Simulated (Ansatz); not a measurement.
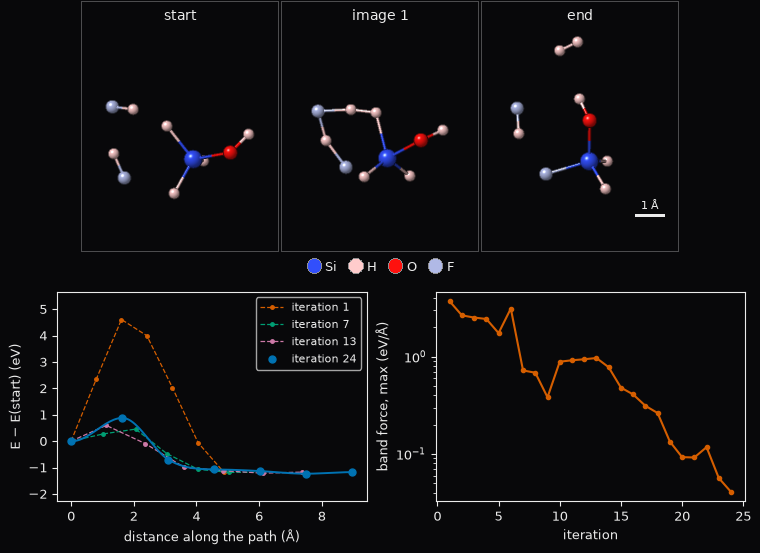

A nudged-elastic-band calculation for SiH6OF2. Images are numbered from 0 (start) to 6 (end). The plot follows the band through its iterations. Style: ball-and-stick. Shown at a tilt.

These are results of Ansatz, RKS PBE0-D4/def2-SVP, not measurements. Set-up: 5 movable images; climbing image.

> Did the band converge, and can the barrier be trusted?

The run is converged, with reservations. The band converged in 24 iterations. The largest component of the band force went from 3.7 to 0.041 eV/Å. The climbing image converged on the top of the path. Its curvatures weren't checked. The largest force component is 0.49 eV/Å at the start and 0.67 eV/Å at the end; an end with forces this large is no minimum, and the barrier measured from it can be far off. The first iteration put the highest image at 4.61 eV. The energy climbs by 0.88 eV to image 1 and then falls by 2.05 eV, so the end point sits at −1.17 eV. Image 5 lies below both ends, at −1.23 eV, so an end isn't at the bottom of its valley.
